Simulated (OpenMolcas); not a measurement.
Single-point calculation of TiO$_{2}$ (part 1 of 3)

System: TiO$_{2}$, multiplicity 3.
Method: HF/3-21G, UHF (OpenMolcas 26.06).

The geometry is that of the parent species in another charge or spin state. The geometry comes from this level: PBE0-D4/def2-TZVP.

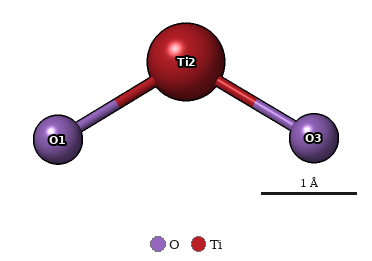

The structure as given in the input (ball-and-stick view, seen at a tilt; atoms are numbered from 1 in the order of the input). Sticks mark near contacts.

Input file:
```
&GATEWAY
BasLib=$CurrDir
Coord
3
angstrom
O        0.921000       0.928800       0.444600
Ti       0.135000      -0.492000       0.331600
O       -1.056100      -0.436800      -0.776200
Basis=3-21G
Group=NoSym
&SEWARD
&SCF
UHF
Spin=3
Thresholds=1e-10 1e-07 1e-07 1e-05
PrOrbitals=0
```

Hardware: 1 thread of Arm Neoverse N1, 98 GiB of memory available, shared host.

Launch command:
```bash
export MOLCAS_MEM=1860
pymolcas mol.inp > mol.log
```

What the program printed:
```
--- Start Module: gateway ---

                                              &GATEWAY

                       available to each process: 1.9 GB of memory, 1 thread

 Basis Set     1 Label: O.3-21G
 Basis set is read from library:.
 basistype.tbl is not found

 Basis Set     2 Label: TI.3-21G
 Basis set is read from library:.
 basistype.tbl is not found

 Basis Set     3 Label: O.3-21G
 Basis set is read from library:.
 basistype.tbl is not found

++    Symmetry information:
      ---------------------

                    Character Table for C1

                             E
                    a        1  x, y, xy, Rz, z, xz, Ry, yz, Rx, I
--

++    Basis set information:
      ----------------------

      Basis set label: O.3-21G.........

      Electronic valence basis set:
      ------------------
      Associated Effective Charge   8.000000 au
      Associated Actual Charge      8.000000 au
      Nuclear Model: Point charge

      Shell  nPrim  nBasis  Cartesian Spherical Contaminant
         s       6       3        X
         p       3       2        X

      Basis set label: TI.3-21G.........

      Electronic valence basis set:
      ------------------
      Associated Effective Charge  22.000000 au
      Associated Actual Charge     22.000000 au
      Nuclear Model: Point charge

      Shell  nPrim  nBasis  Cartesian Spherical Contaminant
         s      12       5        X
         p       9       4        X
         d       3       2                 X

      Basis set label: O.3-21G.........

      Electronic valence basis set:
      ------------------
      Associated Effective Charge   8.000000 au
      Associated Actual Charge      8.000000 au
      Nuclear Model: Point charge

      Shell  nPrim  nBasis  Cartesian Spherical Contaminant
         s       6       3        X
         p       3       2        X
--

++    Molecular structure info:
      -------------------------

                    ************************************************
                    **** Cartesian Coordinates / bohr, angstrom ****
                    ************************************************

     Center  Label                x              y              z                     x              y              z
        1      O1               1.740438       1.755178       0.840172              0.921000       0.928800       0.444600
        2      TI2              0.255113      -0.929745       0.626633              0.135000      -0.492000       0.331600
        3      O3              -1.995740      -0.825432      -1.466805             -1.056100      -0.436800      -0.776200

                    ***************************************
                    *    InterNuclear Distances / bohr    *
                    ***************************************

               1 O1            2 TI2           3 O3
    1 O1       0.000000
    2 TI2      3.075809        0.000000
    3 O3       5.093203        3.075663        0.000000

                    *******************************************
                    *    InterNuclear Distances / angstrom    *
                    *******************************************

               1 O1            2 TI2           3 O3
    1 O1       0.000000
    2 TI2      1.627648        0.000000
    3 O3       2.695207        1.627571        0.000000
--

            Nuclear Potential Energy            127.00991898 au

--- Stop Module: gateway /rc=_RC_ALL_IS_WELL_ ---

--- Start Module: seward ---

                                              &SEWARD

                       available to each process: 1.9 GB of memory, 1 thread

               SEWARD will generate:
                  Multipole Moment integrals up to order  2
                  Kinetic Energy integrals
                  Nuclear Attraction integrals (point charge)
                  One-Electron Hamiltonian integrals
                  Velocity integrals
                  Orbital angular momentum around (  0.1019  -0.3716   0.2505 )
                  Velocity quadrupole around (  0.1019  -0.3716   0.2505 )
                  Two-Electron Repulsion integrals

                   Integrals are discarded if absolute value <: 1.00E-14
                   Integral cutoff threshold is set to       <: 1.00E-16

            Nuclear Potential Energy            127.00991898 au

      Basis set specifications :
      Symmetry species         a
      Basis functions           45

--- Stop Module: seward /rc=_RC_ALL_IS_WELL_ ---
--- Module seward spent 1 second ---

--- Start Module: scf ---

                                                &SCF

                       available to each process: 1.9 GB of memory, 1 thread

++    Input section:
      --------------

      Header of the integral files:

      Cartesian coordinates in angstrom:
      -----------------------------------------------------
      No.  Label        X            Y            Z
      -----------------------------------------------------
       1   O1         0.92100000   0.92880000   0.44460000
       2   TI2        0.13500000  -0.49200000   0.33160000
       3   O3        -1.05610000  -0.43680000  -0.77620000
      -----------------------------------------------------
      Nuclear repulsion energy =  127.00991898
--

++    Orbital specifications:
      -----------------------

      Symmetry species               1
                                     a
      Frozen orbitals                0
      Start temperature = 0.500
      End temperature   = 0.010
      Temperature Factor= 0.460
      Deleted orbitals               0
      Total number of orbitals      45
      Number of basis functions     45
--

      Molecular charge                           0.000

++    Optimization specifications:
      ----------------------------

      SCF Algorithm: Conventional USCF
      D(i)-D(i-1) density differences are used
      Number of density matrices in core                 5
      Maximum number of NDDO SCF iterations            400
      Maximum number of HF SCF iterations              400
      Threshold for SCF energy change             1.00E-10
      Threshold for density matrix                1.00E-07
      Threshold for Fock matrix                   1.00E-07
      Threshold for linear dependence             1.00E-09
      Threshold at which DIIS is turned on        1.50E-01
      Maximum depth in the DIIS procedure                5
      Maximum depth in the BFGS Hessian update          30
      Threshold at which QNR/C2DIIS is turned on  7.50E-02
      Threshold for Norm(delta) (QNR/C2DIIS)      1.00E-05
      All orbitals punched on: UHFORB
--

      Input vectors read from INPORB
      Orbital file label: *Guess orbitals

++ Convergence information
                               UHF SCF        iterations: Energy and convergence statistics

Iter     Tot. SCF        One-elec.       Two-elec.     Energy      Max Dij or  Max Fij      DNorm      TNorm      AccCon     Time
         Energy          Energy          Energy        Change      Delta Norm                                                in Sec.
   1  -987.889272941 -1632.503508212   517.604316291   0.00E+00    2.82E-01*   8.62E-01*    8.96E+00   1.68E+02   None         0.
   2  -989.298984917 -1582.928616169   466.619712271  -1.41E+00*   4.25E-01*   6.16E-01*    4.85E+00   1.59E+02   EDIIS        0.
   3  -991.208332753 -1630.918315102   512.700063369  -1.91E+00*   2.64E-01*   3.02E-01*    3.29E+00   1.68E+02   EDIIS        0.
   4  -992.178911447 -1603.762748110   484.573917684  -9.71E-01*   4.74E-01*   3.63E-01*    1.74E+00   1.62E+02   EDIIS        0.
   5  -992.466767071 -1623.080651397   503.603965345  -2.88E-01*   1.72E-01*   1.85E-01*    2.23E+00   1.66E+02   EDIIS        0.
   6  -993.025129693 -1610.888616259   490.853567586  -5.58E-01*   3.61E-01*   1.62E-01*    1.24E+00   1.64E+02   EDIIS        0.
   7  -993.008666139 -1617.153004538   497.134419419   1.65E-02*   1.27E-01*   8.29E-02*    1.17E+00   1.65E+02   EDIIS        0.
   8  -993.095553232 -1614.106002685   494.000530473  -8.69E-02*   1.15E-01*   3.91E-02*    4.48E-01   1.64E+02   EDIIS        0.
   9  -993.103328150 -1614.653287380   494.540040249  -7.77E-03*   5.28E-02*   1.84E-02*    2.91E-01   1.64E+02   EDIIS        0.

       Fermi aufbau procedure completed!
      nOcc(alpha)=   20
      nOcc(beta) =   18

  10  -993.107499297 -1614.536040700   494.418622423  -4.17E-03*   5.97E-02*   8.86E-03*    1.58E-01   1.64E+02   c2DIIS       0.
  11  -993.108736233 -1614.690086444   494.571431231  -1.24E-03*   8.95E-02*   1.92E-02*    1.40E-01   1.64E+02   QNRc2DIIS    0.
  12  -993.110846602 -1614.892312547   494.771546965  -2.11E-03*   3.71E-01*   1.07E-02*    1.03E-01   1.64E+02   QNRc2DIIS    0.
  13  -993.113794879 -1615.179616477   495.055902617  -2.95E-03*   7.55E-02*   6.71E-03*    4.00E-01   1.65E+02   QNRc2DIIS    0.
  14  -993.114460853 -1615.173197738   495.048817905  -6.66E-04*   9.72E-02*   2.88E-03*    9.98E-02   1.65E+02   QNRc2DIIS    0.
  15  -993.114821648 -1615.116166443   494.991425815  -3.61E-04*   3.27E-02*   2.19E-03*    1.42E-01   1.65E+02   QNRc2DIIS    0.
  16  -993.114890113 -1615.086337399   494.961528306  -6.85E-05*   8.10E-02*   2.02E-03*    3.83E-02   1.65E+02   QNRc2DIIS    0.
  17  -993.115032483 -1615.127701514   495.002750051  -1.42E-04*   2.27E-02*   1.14E-03*    8.16E-02   1.65E+02   QNRc2DIIS    0.
  18  -993.115060257 -1615.130760190   495.005780953  -2.78E-05*   2.61E-02*   8.71E-04*    2.47E-02   1.65E+02   QNRc2DIIS    0.
  19  -993.115085388 -1615.160203910   495.035199542  -2.51E-05*   1.06E-02*   3.26E-04*    3.13E-02   1.65E+02   QNRc2DIIS    0.
  20  -993.115088798 -1615.175504164   495.050496386  -3.41E-06*   6.77E-03*   2.25E-04*    1.11E-02   1.65E+02   QNRc2DIIS    0.
  21  -993.115091460 -1615.178557737   495.053547297  -2.66E-06*   2.73E-03*   1.10E-04*    8.61E-03   1.65E+02   QNRc2DIIS    0.
  22  -993.115091894 -1615.180757099   495.055746225  -4.33E-07*   3.17E-03*   7.58E-05*    3.29E-03   1.65E+02   QNRc2DIIS    0.
  23  -993.115092205 -1615.184524457   495.059513272  -3.12E-07*   1.39E-03*   5.01E-05*    4.21E-03   1.65E+02   QNRc2DIIS    0.
  24  -993.115092289 -1615.186451605   495.061440336  -8.39E-08*   1.62E-03*   3.45E-05*    1.84E-03   1.65E+02   QNRc2DIIS    0.
  25  -993.115092344 -1615.189353290   495.064341966  -5.44E-08*   3.55E-04*   2.58E-05*    2.07E-03   1.65E+02   QNRc2DIIS    0.
  26  -993.115092358 -1615.189939741   495.064928403  -1.44E-08*   1.38E-04*   1.24E-05*    5.03E-04   1.65E+02   QNRc2DIIS    0.
  27  -993.115092361 -1615.189983724   495.064972383  -2.72E-09*   1.08E-04*   5.68E-06*    1.91E-04   1.65E+02   QNRc2DIIS    0.
  28  -993.115092362 -1615.190108087   495.065096746  -8.57E-10*   2.85E-05*   3.15E-06*    1.33E-04   1.65E+02   QNRc2DIIS    0.
  29  -993.115092362 -1615.190126899   495.065115558  -1.18E-10*   5.39E-05*   2.23E-06*    3.30E-05   1.65E+02   QNRc2DIIS    0.
  30  -993.115092362 -1615.190124011   495.065112670  -1.66E-10*   1.84E-05*   5.84E-07*    7.07E-05   1.65E+02   QNRc2DIIS    0.
  31  -993.115092362 -1615.190142641   495.065131300  -1.48E-11    1.74E-06    5.00E-07*    2.14E-05   1.65E+02   QNRc2DIIS    0.
  32  -993.115092362 -1615.190141389   495.065130048  -2.05E-12    3.51E-06    4.92E-07*    2.30E-06   1.65E+02   QNRc2DIIS    0.
  33  -993.115092362 -1615.190137186   495.065125844  -9.09E-13    1.38E-06    4.80E-07*    4.62E-06   1.65E+02   QNRc2DIIS    0.
  34  -993.115092362 -1615.190135942   495.065124600  -9.09E-13    2.41E-06    4.73E-07*    1.81E-06   1.65E+02   QNRc2DIIS    0.
  35  -993.115092362 -1615.190135299   495.065123957   2.27E-12*   3.83E-06    4.76E-07*    2.88E-06   1.65E+02   QNRc2DIIS    0.
  36  -993.115092362 -1615.190138638   495.065127296  -2.73E-12    1.01E-06    4.75E-07*    4.33E-06   1.65E+02   QNRc2DIIS    0.
  37  -993.115092362 -1615.190137870   495.065126528  -6.82E-13    8.64E-07    4.70E-07*    1.20E-06   1.65E+02   QNRc2DIIS    0.
  38  -993.115092362 -1615.190137238   495.065125896   4.55E-13*   7.06E-07    4.65E-07*    1.01E-06   1.65E+02   QNRc2DIIS    0.
  39  -993.115092362 -1615.190137255   495.065125913  -2.27E-13    7.13E-07    4.62E-07*    7.39E-07   1.65E+02   QNRc2DIIS    0.
  40  -993.115092362 -1615.190137499   495.065126157  -1.82E-12    1.05E-06    4.60E-07*    7.61E-07   1.65E+02   QNRc2DIIS    0.
  41  -993.115092362 -1615.190137916   495.065126574  -4.55E-13    7.48E-07    4.56E-07*    1.11E-06   1.65E+02   QNRc2DIIS    0.
  42  -993.115092362 -1615.190137874   495.065126532  -1.59E-12    7.28E-07    4.52E-07*    7.71E-07   1.65E+02   QNRc2DIIS    0.
  43  -993.115092362 -1615.190137888   495.065126546  -1.14E-12    7.43E-07    4.49E-07*    7.48E-07   1.65E+02   QNRc2DIIS    0.
  44  -993.115092362 -1615.190138001   495.065126659   4.55E-13*   7.56E-07    4.46E-07*    7.62E-07   1.65E+02   QNRc2DIIS    0.
  45  -993.115092362 -1615.190138074   495.065126732  -9.09E-13    7.66E-07    4.43E-07*    7.75E-07   1.65E+02   QNRc2DIIS    0.
  46  -993.115092362 -1615.190138234   495.065126893  -4.55E-13    7.26E-07    4.39E-07*    7.86E-07   1.65E+02   QNRc2DIIS    0.
  47  -993.115092362 -1615.190138209   495.065126868  -1.36E-12    7.21E-07    4.36E-07*    7.41E-07   1.65E+02   QNRc2DIIS    0.
  48  -993.115092362 -1615.190138188   495.065126846  -1.14E-12    7.21E-07    4.33E-07*    7.37E-07   1.65E+02   QNRc2DIIS    0.
  49  -993.115092362 -1615.190138307   495.065126966   1.59E-12*   7.17E-07    4.29E-07*    7.39E-07   1.65E+02   QNRc2DIIS    0.
  50  -993.115092362 -1615.190138298   495.065126956  -2.05E-12    7.13E-07    4.26E-07*    7.32E-07   1.65E+02   QNRc2DIIS    0.
  51  -993.115092362 -1615.190138324   495.065126983   9.09E-13*   7.06E-07    4.23E-07*    7.29E-07   1.65E+02   QNRc2DIIS    0.
  52  -993.115092362 -1615.190138258   495.065126917  -6.82E-13    6.96E-07    4.20E-07*    7.24E-07   1.65E+02   QNRc2DIIS    0.
  53  -993.115092362 -1615.190138302   495.065126960  -4.55E-13    6.92E-07    4.17E-07*    7.12E-07   1.65E+02   QNRc2DIIS    0.
  54  -993.115092362 -1615.190138382   495.065127040  -6.82E-13    6.85E-07    4.14E-07*    7.09E-07   1.65E+02   QNRc2DIIS    0.
  55  -993.115092362 -1615.190138318   495.065126976  -1.14E-12    6.85E-07    4.11E-07*    7.01E-07   1.65E+02   QNRc2DIIS    0.
  56  -993.115092362 -1615.190138107   495.065126765   9.09E-13*   7.21E-07    4.09E-07*    7.13E-07   1.65E+02   QNRc2DIIS    0.
  57  -993.115092362 -1615.190137799   495.065126457  -9.09E-13    7.97E-07    4.05E-07*    7.72E-07   1.65E+02   QNRc2DIIS    0.
  58  -993.115092362 -1615.190138275   495.065126933  -4.55E-13    6.58E-07    4.03E-07*    9.05E-07   1.65E+02   QNRc2DIIS    0.
  59  -993.115092362 -1615.190138254   495.065126913  -9.09E-13    6.52E-07    4.00E-07*    6.73E-07   1.65E+02   QNRc2DIIS    0.
  60  -993.115092362 -1615.190138222   495.065126880   2.27E-13*   6.46E-07    3.97E-07*    6.67E-07   1.65E+02   QNRc2DIIS    0.
  61  -993.115092362 -1615.190138195   495.065126854  -2.27E-13    6.41E-07    3.93E-07*    6.61E-07   1.65E+02   QNRc2DIIS    0.
  62  -993.115092362 -1615.190138197   495.065126856  -9.09E-13    6.43E-07    3.90E-07*    6.56E-07   1.65E+02   QNRc2DIIS    0.
  63  -993.115092362 -1615.190138255   495.065126913   0.00E+00    6.32E-07    3.87E-07*    6.58E-07   1.65E+02   QNRc2DIIS    0.
  64  -993.115092362 -1615.190138251   495.065126909   4.55E-13*   6.27E-07    3.84E-07*    6.46E-07   1.65E+02   QNRc2DIIS    0.
  65  -993.115092362 -1615.190138252   495.065126910  -2.27E-13    6.23E-07    3.82E-07*    6.41E-07   1.65E+02   QNRc2DIIS    0.
  66  -993.115092362 -1615.190138259   495.065126918  -2.05E-12    6.18E-07    3.79E-07*    6.37E-07   1.65E+02   QNRc2DIIS    0.
  67  -993.115092362 -1615.190138273   495.065126931  -2.27E-13    6.14E-07    3.76E-07*    6.32E-07   1.65E+02   QNRc2DIIS    0.
```
